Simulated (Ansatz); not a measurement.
# Nb2Si2O: one candidate of a structure search

Aim: relax a trial structure of Nb2Si2O and see where it ends.

Computed with Ansatz 0.2.0 (DFT PBE, scalar-relativistic, plane waves, PAW, unless a step's input says otherwise).

1 further run of the same task is left out (set aside as unsound or not needed).

### 1 The system as given

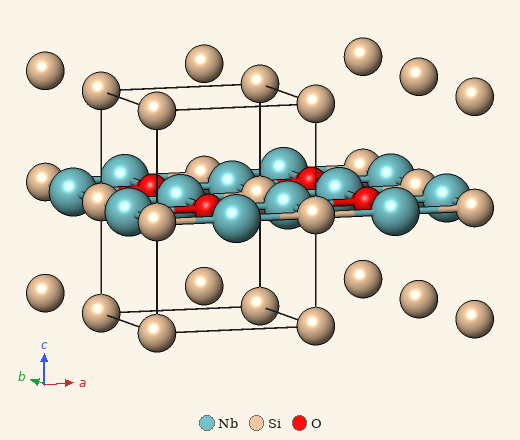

Start, viewed slightly off an axis; niobium teal, silicon light orange, oxygen red. 2×2×1 cells are drawn. Atoms on the faces are drawn again on the opposite ones.

Coordinates:

```
CELL_PARAMETERS angstrom
4.44000 0.00000 0.00000
0.00000 4.44000 0.00000
0.00000 0.00000 5.91006
ATOMIC_POSITIONS crystal
Nb 0.00000 0.50000 0.50000
Nb 0.50000 0.00000 0.50000
Si 0.00000 0.00000 0.00000
Si 0.00000 0.00000 0.50000
O 0.50000 0.50000 0.50000
```

Recipe of the guess: random cell by space group and Wyckoff sites (P4/mmm, No. 123). Its size is a rough estimate.

### 2 A first look at the guess

input.yaml

```yaml
crystal:
  lattice:
    - [4.44000002, 0.0, 0.0]
    - [0.0, 4.44000002, 0.0]
    - [0.0, 0.0, 5.91006429]
  atoms:
    - { symbol: Nb, position: [0.0, 0.5, 0.5] }
    - { symbol: Nb, position: [0.5, 0.0, 0.5] }
    - { symbol: Si, position: [0.0, 0.0, 0.0] }
    - { symbol: Si, position: [0.0, 0.0, 0.5] }
    - { symbol: O, position: [0.5, 0.5, 0.5] }
basis:
  ecutwfc: 420
kpoints:
  mp_grid: { grid: [4, 4, 4] }
hamiltonian:
  xc: pbe
scf:
  occupations: { method: gaussian, width: 0.1 }
  lower_state_search: "off"
output:
  forces: true
  stress: true
  eigenvalues: true
```

Launch:

```
$ ansatz run input.yaml --threads 1 --pin off --max-ram 2560MiB --backend cpu --events-out ev --progress --plain --runs-dir out
```

What it wrote, shortened:

```text
Warning: RAYON_NUM_THREADS=1 ignored (pool sized by the plan → 1); use --threads N
[...]
Pseudopotentials: kind: paw
Pseudopotential: Nb, paw, valence charge 13, recommended cutoff 420 eV (normal), Nb.paw.azcp
Pseudopotential: Si, paw, valence charge 4, recommended cutoff 420 eV (normal), Si.paw.azcp
Pseudopotential: O, paw, valence charge 6, recommended cutoff 420 eV (normal), O.paw.azcp
Functional definition: PBE
[...]
Crystal: 5 atoms, lattice volume = 116.509 Å³
Basis set: ecut = 420 eV, 2291 PW (Γ), exchange–correlation on 60×60×80 points (8 copies of the dense FFT grid, shifted against one another)
Bands: 25, of which v1, the nominal top of the filled ones, is band 20 counted from 1 (19 counted from 0)
Symmetry: 16 space group operations
Space group: P4/mmm (ITA 123), of the structure as read, at distance tolerance 4.9e-5 Å
k-points: 18 of 64
[...]
SCF iter   1: F=—  HF=-10937.855954 eV  |F-HF|=—  |Δ(HF+E_count)|=         —  Δρ=1.39e-2  dr2=7.75e-1  ethr=1.77e-3  ⟨swp⟩=5.7  Hψ=2000  notcnv=0
[...]
SCF iter   8: F=-10937.714125 eV  HF=-10937.714125 eV  |F-HF|=3.61e-9  |Δ(HF+E_count)|=   4.23e-8  Δρ=2.70e-6  dr2=7.96e-9  ethr=2.50e-10  ⟨swp⟩=6.7  Hψ=1725  notcnv=0
[...]
SCF converged after 8 iterations
Free energy (F): -10937.714125 eV
[...]
E sigma→0 (E₀):  -10937.695364 eV
Entropy (-TS):   -0.037522 eV (-7.504 meV/atom)
Fermi energy:    7.275323 eV
[...]
--- Forces (eV/Å), atoms counted from 1 ---
  atom   1  Nb     0.00000000     0.00000000     0.00000000
  atom   2  Nb     0.00000000     0.00000000     0.00000000
  atom   3  Si     0.00000000     0.00000000     0.00000000
  atom   4  Si     0.00000000     0.00000000     0.00000000
  atom   5  O      0.00000000     0.00000000     0.00000000
[...]
--- Stress (GPa, compression-positive) ---
       12.323057       0.000000       0.000000
        0.000000      12.323057       0.000000
        0.000000       0.000000     -12.396296
  P = ⅓ Tr σ = 4.0833 GPa (40.833 kbar)
--- Band table (eV; the first three rows and the last of 18) ---
  k-point 0: bands = ["-48.3229", "-48.2419", "-24.7773", "-24.7773", "-24.3391", "-24.3391", "-24.3227", "-24.2321", "-12.7890", "-2.7691", "0.9638", "2.0834", "2.0834", "2.4326", "3.6949", "4.3351", "5.6871", "5.6871", "7.3392", "7.3392", "7.3588", "7.5327", "7.9910", "8.2906", "8.2906"]
[...]
```

Wall time 2.4 s (1 thread of AMD EPYC 7R43 (Zen 3), shared host); peak memory 0.42 GiB.

From the probe: pressure 4.1 GPa, largest force 0.00 eV/Å, gap on this mesh none (metal). A guess like this is first relaxed loosely on the coarse mesh.

### 3 A loose first relaxation

Edit input.yaml of step 2 so:

```diff
@@ -24 +24,6 @@
   eigenvalues: true
+relax:
+  adjacent_minimum: "off"
+  f_tol: 0.04
+  max_steps: 70
+  cell: { stress_tol: 0.4 }
```

Launch:

```
$ ansatz run input.yaml --threads 1 --pin off --max-ram 2560MiB --backend cpu --events-out ev --progress --plain --runs-dir out
```

What it wrote:

```text
Warning: RAYON_NUM_THREADS=1 ignored (pool sized by the plan → 1); use --threads N
Engine: ansatz 0.2.0, x86_64-unknown-linux-gnu
[... 5 set-up lines as earlier in the session ...]
  parameter kappa = 0.804
  parameter beta = 0.06672455060314922
  exchange = pbe_x(kappa = kappa, mu = beta*pi^2/3)
  correlation = pbe_c(beta = beta)
Crystal: 5 atoms, lattice volume = 116.509 Å³
Basis set: ecut = 420 eV, 2291 PW (Γ), exchange–correlation on 60×60×80 points (8 copies of the dense FFT grid, shifted against one another)
Bands: 25, of which v1, the nominal top of the filled ones, is band 20 counted from 1 (19 counted from 0)
[... 2 set-up lines as earlier in the session ...]
k-points: 18 of 64
Non-local potential: Nb, projectors of the file, l = 0: 3, l = 1: 2, l = 2: 2, l = 3: 1
Non-local potential: Si, projectors of the file, l = 0: 2, l = 1: 2, l = 2: 2
Non-local potential: O, projectors of the file, l = 0: 2, l = 1: 2, l = 2: 1
PAW form: soft (Blöchl's): semilocal exchange-correlation on the pseudo side does not see the compensation charge
PAW one-centre angular grid: Nb, 590 points (default); XC on 64 Gauss nodes
PAW one-centre angular grid: Si, 110 points (default); XC on 64 Gauss nodes
PAW one-centre angular grid: O, 110 points (default); XC on 64 Gauss nodes
Initial density: superposition of atomic densities (neutral atoms: chi_scale 0, normalization atom), corrected by the library's trained network
Initial wavefunctions: pseudopotential atomic-orbital guess
Functional: x = pbe(κ = 0.804, μ = 0.2195149727645171), c = pbe(β = 0.06672455060314922)
SCF iter   1: F=—  HF=-10937.855954 eV  |F-HF|=—  |Δ(HF+E_count)|=         —  Δρ=1.39e-2  dr2=7.75e-1  ethr=1.77e-3  ⟨swp⟩=5.7  Hψ=2000  notcnv=0
preconditioner: auto → LDOS  [metal: Δε(μ)=0.058 eV  Ē_g=5.056 eV  σ=0.100 eV  W_gap=0.31  n_scr=28 (ndim 8)  ℏωp=16.1 eV  f_vac=0.074  D(μ)=5.83/eV (n_scr^D=48)  β→1.0]
SCF iter   2: F=—  HF=-10937.721506 eV  |F-HF|=—  |Δ(HF+E_count)|=   1.34e-1  Δρ=8.18e-3  dr2=8.23e-2  ethr=1.77e-3  ⟨swp⟩=2.6  Hψ=827  notcnv=0  defer=5
SCF iter   3: F=—  HF=-10937.716789 eV  |F-HF|=—  |Δ(HF+E_count)|=   4.72e-3  Δρ=2.72e-3  dr2=1.65e-2  ethr=2.06e-4  ⟨swp⟩=2.8  Hψ=856  notcnv=0  defer=5
SCF iter   4: F=—  HF=-10937.713560 eV  |F-HF|=—  |Δ(HF+E_count)|=   3.23e-3  Δρ=9.05e-4  dr2=8.93e-4  ethr=4.12e-5  ⟨swp⟩=2.0  Hψ=577  notcnv=0  defer=5
SCF iter   5: F=—  HF=-10937.713544 eV  |F-HF|=—  |Δ(HF+E_count)|=   1.61e-5  Δρ=2.79e-4  dr2=7.68e-5  ethr=2.23e-6  ⟨swp⟩=2.4  Hψ=741  notcnv=0  defer=4
SCF iter   6: F=—  HF=-10937.714124 eV  |F-HF|=—  |Δ(HF+E_count)|=   5.80e-4  Δρ=5.70e-5  dr2=2.64e-6  ethr=1.92e-7  ⟨swp⟩=2.5  Hψ=814  notcnv=0  defer=4
SCF iter   7: F=—  HF=-10937.714125 eV  |F-HF|=—  |Δ(HF+E_count)|=   8.43e-7  Δρ=1.10e-5  dr2=1.84e-7  ethr=6.60e-9  ⟨swp⟩=2.0  Hψ=621  notcnv=0  defer=4
SCF iter   8: F=-10937.714125 eV  HF=-10937.714125 eV  |F-HF|=3.61e-9  |Δ(HF+E_count)|=   4.23e-8  Δρ=2.70e-6  dr2=7.96e-9  ethr=2.50e-10  ⟨swp⟩=6.7  Hψ=1725  notcnv=0
SCF 1 converged in 8 iterations: F = -10937.714125 eV  dr2 = 7.96e-9
relax step   1: F+E_penalty+E_count = -10937.71412473 eV  Δ(F+E_penalty+E_count) = +0.000e0 eV  max|allowed force component| = 1.333e-29 eV/Å  Δτ_max = 0.0000 Å  P = +4.083 GPa  Ω = 116.509 Å³  (8 SCF iters, dr2 threshold 1.00e-7 eV, accepted)
Crystal: 5 atoms, lattice volume = 116.186 Å³
Basis set: ecut = 420 eV, 2267 PW (Γ), exchange–correlation on 60×60×80 points (8 copies of the dense FFT grid, shifted against one another)
Initial density: handed on by an earlier stage of this run
Initial wavefunctions: those handed on with the density
iter 1 solved again at ethr=2.13e-4 eV; its pass at ethr=3.10e-3 eV (dr2=8.54e-2 eV) is discarded
SCF iter   1: F=—  HF=-10938.481580 eV  |F-HF|=—  |Δ(HF+E_count)|=         —  Δρ=5.49e-3  dr2=8.42e-2  ethr=2.13e-4  ⟨swp⟩=1.1  Hψ=2837  notcnv=0
preconditioner: auto → LDOS  [metal: Δε(μ)=0.062 eV  Ē_g=4.937 eV  σ=0.100 eV  W_gap=0.33  n_scr=28 (ndim 8)  ℏωp=16.2 eV  f_vac=0.061  D(μ)=7.17/eV (n_scr^D=80)  β→1.0]
SCF iter   2: F=—  HF=-10938.471078 eV  |F-HF|=—  |Δ(HF+E_count)|=   1.05e-2  Δρ=2.09e-3  dr2=4.27e-3  ethr=2.11e-4  ⟨swp⟩=2.0  Hψ=525  notcnv=0
SCF iter   3: F=—  HF=-10938.471527 eV  |F-HF|=—  |Δ(HF+E_count)|=   4.49e-4  Δρ=1.07e-3  dr2=8.80e-4  ethr=1.07e-5  ⟨swp⟩=2.3  Hψ=824  notcnv=0
SCF iter   4: F=—  HF=-10938.471327 eV  |F-HF|=—  |Δ(HF+E_count)|=   2.00e-4  Δρ=2.46e-4  dr2=8.17e-5  ethr=2.20e-6  ⟨swp⟩=2.1  Hψ=796  notcnv=0
SCF iter   5: F=—  HF=-10938.472052 eV  |F-HF|=—  |Δ(HF+E_count)|=   7.26e-4  Δρ=4.42e-5  dr2=2.00e-6  ethr=2.04e-7  ⟨swp⟩=2.0  Hψ=619  notcnv=0
SCF iter   6: F=-10938.472053 eV  HF=-10938.472053 eV  |F-HF|=3.18e-7  |Δ(HF+E_count)|=   5.14e-7  Δρ=1.87e-5  dr2=4.73e-7  ethr=1.25e-9  ⟨swp⟩=6.9  Hψ=1968  notcnv=0
SCF 2 converged in 6 iterations: F = -10938.472053 eV  dr2 = 4.73e-7
relax step   2: F+E_penalty+E_count = -10938.47205261 eV  Δ(F+E_penalty+E_count) = -7.579e-1 eV  max|allowed force component| = 1.981e-29 eV/Å  Δτ_max = 0.0000 Å  P = -1.086 GPa  Ω = 116.186 Å³  energy of the carried Pulay correction = +4.418e-4 eV  (6 SCF iters, dr2 threshold 5.00e-7 eV, accepted)
Crystal: 5 atoms, lattice volume = 112.211 Å³
Basis set: ecut = 420 eV, 2209 PW (Γ), exchange–correlation on 60×60×80 points (8 copies of the dense FFT grid, shifted against one another)
iter 1 solved again at ethr=2.55e-4 eV; its pass at ethr=3.10e-3 eV (dr2=1.02e-1 eV) is discarded
SCF iter   1: F=—  HF=-10939.003530 eV  |F-HF|=—  |Δ(HF+E_count)|=         —  Δρ=5.76e-3  dr2=1.01e-1  ethr=2.55e-4  ⟨swp⟩=1.0  Hψ=2796  notcnv=0
preconditioner: auto → LDOS  [metal: Δε(μ)=0.031 eV  Ē_g=4.928 eV  σ=0.100 eV  W_gap=0.17  n_scr=26 (ndim 8)  ℏωp=16.4 eV  f_vac=0.057  D(μ)=6.16/eV (n_scr^D=64)  β→1.0]
SCF iter   2: F=—  HF=-10938.986020 eV  |F-HF|=—  |Δ(HF+E_count)|=   1.75e-2  Δρ=2.22e-3  dr2=4.27e-3  ethr=2.53e-4  ⟨swp⟩=2.0  Hψ=664  notcnv=0
SCF iter   3: F=—  HF=-10938.986493 eV  |F-HF|=—  |Δ(HF+E_count)|=   4.73e-4  Δρ=8.50e-4  dr2=1.56e-3  ethr=1.07e-5  ⟨swp⟩=2.1  Hψ=659  notcnv=0
SCF iter   4: F=—  HF=-10938.986347 eV  |F-HF|=—  |Δ(HF+E_count)|=   1.47e-4  Δρ=4.42e-4  dr2=2.94e-4  ethr=3.90e-6  ⟨swp⟩=2.0  Hψ=496  notcnv=0
SCF iter   5: F=—  HF=-10938.987061 eV  |F-HF|=—  |Δ(HF+E_count)|=   7.14e-4  Δρ=7.99e-5  dr2=7.77e-6  ethr=7.36e-7  ⟨swp⟩=2.1  Hψ=627  notcnv=0
SCF iter   6: F=-10938.987061 eV  HF=-10938.987061 eV  |F-HF|=1.53e-7  |Δ(HF+E_count)|=   1.29e-7  Δρ=2.02e-5  dr2=3.79e-7  ethr=1.25e-9  ⟨swp⟩=5.2  Hψ=2200  notcnv=0
SCF 3 converged in 6 iterations: F = -10938.987061 eV  dr2 = 3.79e-7
relax step   3: F+E_penalty+E_count = -10938.98706067 eV  Δ(F+E_penalty+E_count) = -5.150e-1 eV  max|allowed force component| = 2.288e-30 eV/Å  Δτ_max = 0.0000 Å  P = -2.386 GPa  Ω = 112.211 Å³  energy of the carried Pulay correction = +3.571e-3 eV  (6 SCF iters, dr2 threshold 5.00e-7 eV, accepted)
[... 11 lines left out ...]
relax step   4: F+E_penalty+E_count = -10939.41714412 eV  Δ(F+E_penalty+E_count) = -4.301e-1 eV  max|allowed force component| = 9.427e-30 eV/Å  Δτ_max = 0.0000 Å  P = -2.758 GPa  Ω = 107.292 Å³  energy of the carried Pulay correction = +7.533e-3 eV  (6 SCF iters, dr2 threshold 5.00e-7 eV, accepted)
[... 11 lines left out ...]
relax step   5: F+E_penalty+E_count = -10939.76790441 eV  Δ(F+E_penalty+E_count) = -3.508e-1 eV  max|allowed force component| = 2.698e-29 eV/Å  Δτ_max = 0.0000 Å  P = -1.374 GPa  Ω = 100.948 Å³  energy of the carried Pulay correction = +1.284e-2 eV  (6 SCF iters, dr2 threshold 5.00e-7 eV, accepted)
[... 11 lines left out ...]
relax step   6: F+E_penalty+E_count = -10939.91609543 eV  Δ(F+E_penalty+E_count) = -1.482e-1 eV  max|allowed force component| = 3.234e-30 eV/Å  Δτ_max = 0.0000 Å  P = +0.653 GPa  Ω = 95.536 Å³  energy of the carried Pulay correction = +1.764e-2 eV  (6 SCF iters, dr2 threshold 5.00e-7 eV, accepted)
[... 10 lines left out ...]
relax step   7: F+E_penalty+E_count = -10939.91812229 eV  Δ(F+E_penalty+E_count) = -2.027e-3 eV  max|allowed force component| = 2.154e-28 eV/Å  Δτ_max = 0.0000 Å  P = -0.009 GPa  Ω = 96.580 Å³  energy of the carried Pulay correction = +1.670e-2 eV  (5 SCF iters, dr2 threshold 5.00e-7 eV, accepted)
[... 8 lines left out ...]
relax step   8: F+E_penalty+E_count = -10939.91886405 eV  Δ(F+E_penalty+E_count) = -7.418e-4 eV  max|allowed force component| = 2.564e-30 eV/Å  Δτ_max = 0.0000 Å  P = +0.010 GPa  Ω = 96.406 Å³  energy of the carried Pulay correction = +1.686e-2 eV  (4 SCF iters, dr2 threshold 5.00e-7 eV, accepted)
Basis set: ecut = 420 eV, 1887 PW (Γ), exchange–correlation on 64×64×64 points (8 copies of the dense FFT grid, shifted against one another)
Initial wavefunctions: pseudopotential atomic-orbital guess (no wavefunctions were taken with the density)
iter 1 solved again at ethr=2.56e-7 eV; its pass at ethr=3.10e-3 eV (dr2=1.02e-4 eV) is discarded
SCF iter   1: F=—  HF=-10939.919866 eV  |F-HF|=—  |Δ(HF+E_count)|=         —  Δρ=2.91e-4  dr2=8.33e-6  ethr=2.56e-7  ⟨swp⟩=3.7  Hψ=3318  notcnv=0
preconditioner: auto → LDOS  [metal: Δε(μ)=0.056 eV  Ē_g=5.203 eV  σ=0.100 eV  W_gap=0.30  n_scr=18 (ndim 8)  ℏωp=17.7 eV  f_vac=0.042  D(μ)=3.63/eV (n_scr^D=26)  β→1.0]
SCF iter   2: F=—  HF=-10939.919641 eV  |F-HF|=—  |Δ(HF+E_count)|=   2.24e-4  Δρ=2.71e-5  dr2=3.82e-7  ethr=2.08e-8  ⟨swp⟩=2.0  Hψ=773  notcnv=0
SCF iter   3: F=—  HF=-10939.919641 eV  |F-HF|=—  |Δ(HF+E_count)|=   1.11e-7  Δρ=8.55e-6  dr2=4.37e-8  ethr=9.56e-10  ⟨swp⟩=2.3  Hψ=813  notcnv=0
SCF iter   4: F=-10939.919641 eV  HF=-10939.919641 eV  |F-HF|=1.64e-10  |Δ(HF+E_count)|=   6.79e-9  Δρ=1.21e-6  dr2=6.69e-10  ethr=8.00e-12  ⟨swp⟩=3.9  Hψ=2022  notcnv=0
SCF 9 converged in 4 iterations: F = -10939.919641 eV  dr2 = 6.69e-10
relax step   9: F+E_penalty+E_count = -10939.91964137 eV  Δ(F+E_penalty+E_count) = -7.773e-4 eV  max|allowed force component| = 4.970e-30 eV/Å  Δτ_max = 0.0000 Å  P = +0.006 GPa  Ω = 96.406 Å³  stress off target by 1.29e-1 GPa  SCF on the basis re-selected at this cell (its energy is not comparable with the rows above)  (4 SCF iters)
basis re-selected at this cell: Δ(F+E_penalty+E_count) = -7.773e-4 eV, ΔP = -0.004 GPa vs the last step (what re-selecting the basis moved, of the pressure what is left beyond the Pulay correction that the steps carried, after the strain that the cell walked since its last selection, with what the two solves' SCF thresholds leave and, on support functions, any second-order correction that the steps lacked; it is no measure of the basis error at this ecutwfc). The dense FFT grid was sized anew with the basis: this SCF ran on 32×32×32 points, the steps before it on 30×30×40, so part of this shift can come from that change (see relax.cell in the input reference). This SCF's stress stands 1.29e-1 GPa from its target on what of the cell is left free (relax.cell.stress_tol is 4.00e-1 GPa) and its largest allowed force component is 4.97e-30 eV/Å (relax.f_tol is 4.00e-2 eV/Å): within both
SCF converged after 4 iterations
Free energy (F): -10939.919641 eV
Harris-Foulkes:  -10939.919641 eV  (|F-HF|=1.64e-10)
Internal energy: -10939.901482 eV  (E = F + TS)
E sigma→0 (E₀):  -10939.910562 eV
Entropy (-TS):   -0.018159 eV (-3.632 meV/atom)
Fermi energy:    9.815597 eV
--- Per-component energies (eV) ---
  E_band       = -344.531817
  E_kinetic    = 1041.838716
  E_local      = -3004.835937  (includes V_loc(G=0)·N_el)
  E_nonlocal   = 342.626367
  E_hartree    = 1070.445455
  E_xc         = -533.121489
  E_vxc        = -610.540902  (∫ρ·V_xc dr)
  E_paw        = -7329.983977  (= ΣΔE_a)
  E_vpaw       = -254.513764  (= ΣTr[D̂ρ^β])
  E_aug_tail   = 0.002414  (compensation charges beyond the density's cutoff)
  E_ewald      = -2526.873031
  E_smearing   = -0.018159  (= −TS)
  E_closure    = -0.000000  (closes the sum)
  Σ components = -10939.919641   (vs F -10939.919641, Δ=0.00e0)
--- Forces (eV/Å), atoms counted from 1 ---
  atom   1  Nb    -0.00000000     0.00000000     0.00000000
  atom   2  Nb    -0.00000000     0.00000000     0.00000000
  atom   3  Si     0.00000000     0.00000000     0.00000000
  atom   4  Si     0.00000000     0.00000000     0.00000000
  atom   5  O      0.00000000     0.00000000     0.00000000
  max |Σ_I F_I| component: 6.71e-30 eV/Å
--- Stress (GPa, compression-positive) ---
        0.072959      -0.000000       0.000000
       -0.000000       0.072959       0.000000
        0.000000       0.000000      -0.129071
  P = ⅓ Tr σ = 0.0056 GPa (0.056 kbar)
--- Band table (eV; the first three rows and the last of 18) ---
  k-point 0: bands = ["-45.9834", "-45.9378", "-22.2775", "-22.2775", "-22.0376", "-21.9812", "-21.9186", "-21.9186", "-9.3694", "-1.5593", "4.7065", "4.9785", "5.0794", "5.0794", "6.1922", "6.7167", "8.0624", "8.0624", "8.2123", "8.2123", "9.4029", "9.8553", "10.5541", "10.5541", "10.6121"]
  k-point 1: bands = ["-45.9834", "-45.9377", "-22.2772", "-22.2772", "-22.0411", "-21.9838", "-21.9184", "-21.9184", "-9.3655", "-1.1795", "2.4692", "5.1179", "5.1179", "5.9369", "6.7487", "7.1954", "7.1954", "7.4512", "9.1526", "9.1526", "9.8480", "9.9603", "10.4374", "10.4374", "11.2797"]
  k-point 2: bands = ["-45.9833", "-45.9376", "-22.2769", "-22.2769", "-22.0447", "-21.9865", "-21.9181", "-21.9181", "-9.3616", "-0.5139", "1.0967", "5.1641", "5.1641", "5.8293", "6.7812", "6.8064", "6.8064", "9.0025", "9.6357", "9.6357", "9.8651", "10.3035", "10.3035", "10.7693", "11.5166"]
  k-point 17: bands = ["-45.9592", "-45.9592", "-22.4318", "-22.1851", "-22.0572", "-22.0143", "-22.0143", "-21.8054", "-8.8246", "0.8896", "1.5886", "3.1358", "3.1358", "4.8707", "5.2127", "5.2127", "7.9069", "7.9069", "10.3800", "10.3803", "10.3803", "10.4333", "10.4343", "10.9480", "11.6883"]
--- Relaxed structure (8 steps of the walk, 8 accepted, 1 SCFs on fresh bases) ---
  F+E_penalty+E_count = -10939.91964137 eV   max|allowed force component| = 4.970e-30 eV/Å   (the final SCF, on the basis selected at the relaxed cell)
  cell:  # Å, volume = 96.4064 Å³
    - [4.6285268990147665, 1.6413782880409476e-34, 0.0]
    - [-1.8602287264464074e-34, 4.6285268990147665, 0.0]
    - [0.0, 0.0, 4.500080365720968]
  atoms:
    - { symbol: Nb, position: [-9.762957091365679e-36, 0.5, 0.5] }
    - { symbol: Nb, position: [0.5, -1.566796292078912e-35, 0.5] }
    - { symbol: Si, position: [-1.1682825288668707e-34, -4.802582754023568e-36, 0.0] }
    - { symbol: Si, position: [1.8810133436657553e-34, 3.177541246625737e-35, 0.5] }
    - { symbol: O, position: [0.5, 0.5, 0.5] }
```

Wall time 22 s (1 thread of AMD EPYC 7R43 (Zen 3), shared host); peak memory 0.44 GiB.

The steps of the relaxation:

```csv
step,energy from step 1 (eV/cell),largest force component (eV/Å),pressure (GPa),volume (Å³)
1,0.0000,0.0000,4.08,116.51
2,-0.7579,0.0000,-1.09,116.19
3,-1.2729,0.0000,-2.39,112.21
4,-1.7030,0.0000,-2.76,107.29
5,-2.0538,0.0000,-1.37,100.95
6,-2.2020,0.0000,0.65,95.54
7,-2.2040,0.0000,-0.01,96.58
8,-2.2047,0.0000,0.01,96.41
9,-2.2055,0.0000,0.01,96.41
```

Step 1 is the start. Step 9 repeats the geometry before it on a plane-wave basis chosen anew for that cell, so its energy need not be comparable with the rows above.

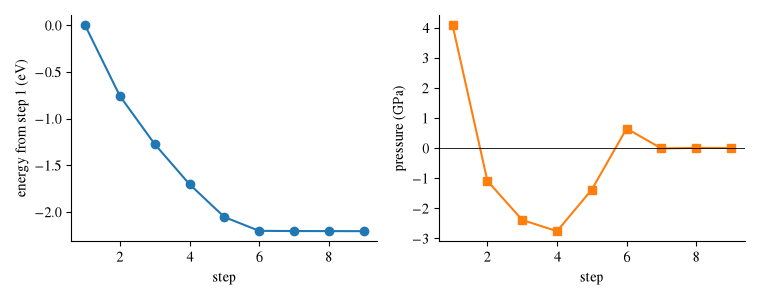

Energy and pressure along the relaxation.

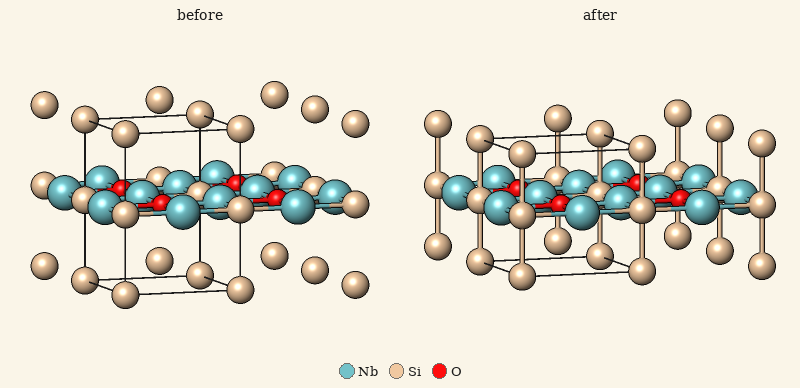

The structure before (left) and after (right) the relaxation, drawn at the same scale.

|  | before | after | change |
| --- | --- | --- | --- |
| a (Å) | 4.440 | 4.629 | +4.2 % |
| b (Å) | 4.440 | 4.629 | +4.2 % |
| c (Å) | 5.910 | 4.500 | -23.9 % |
| volume (Å³/atom) | 23.30 | 19.28 | -17.3 % |
| shortest distance (Å) | 2.220 | 2.250 | +1.4 % |
| space group (0.01 Å) | P4/mmm | P4/mmm | same |

Forces and stress were held to the start's 16 operations: a distortion of lower symmetry was not tested.

[end of part 1 of 2]
